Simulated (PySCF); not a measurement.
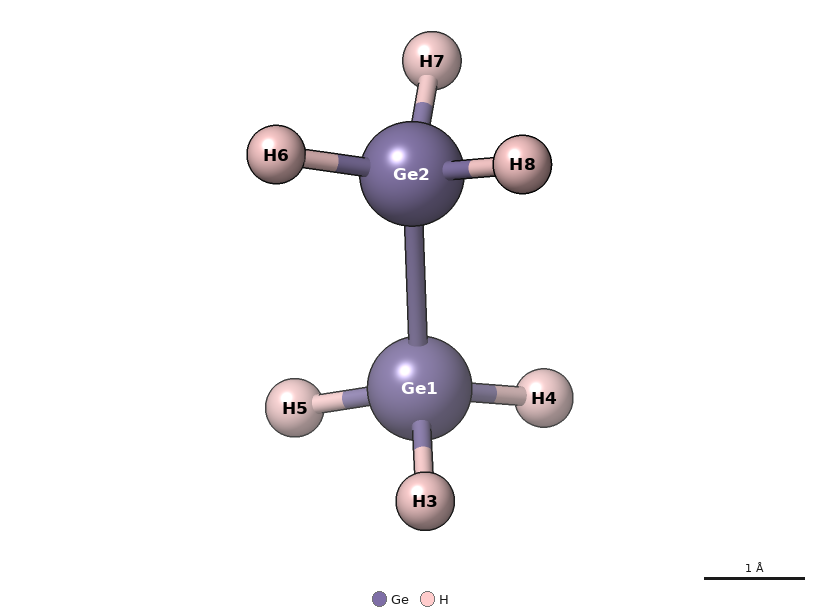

Orthographic view. Depth is shown by fading: the farther an atom, the more it takes the colour of the background. The computed structure is the end point of a PBE0-D3(BJ)/def2-SVP optimisation. No frequency run is at hand to confirm it as a minimum.

Give the distance matrix in Å.

| atom | Ge1 | Ge2 | H3 | H4 | H5 | H6 | H7 | H8 |
| --- | --- | --- | --- | --- | --- | --- | --- | --- |
| Ge1 | 0.00 |  |  |  |  |  |  |  |
| Ge2 | 2.42 | 0.00 |  |  |  |  |  |  |
| H3 | 1.54 | 3.29 | 0.00 |  |  |  |  |  |
| H4 | 1.54 | 3.29 | 2.50 | 0.00 |  |  |  |  |
| H5 | 1.54 | 3.29 | 2.50 | 2.50 | 0.00 |  |  |  |
| H6 | 3.29 | 1.54 | 3.86 | 4.52 | 3.69 | 0.00 |  |  |
| H7 | 3.29 | 1.54 | 4.52 | 3.70 | 3.87 | 2.50 | 0.00 |  |
| H8 | 3.29 | 1.54 | 3.70 | 3.87 | 4.52 | 2.50 | 2.50 | 0.00 |
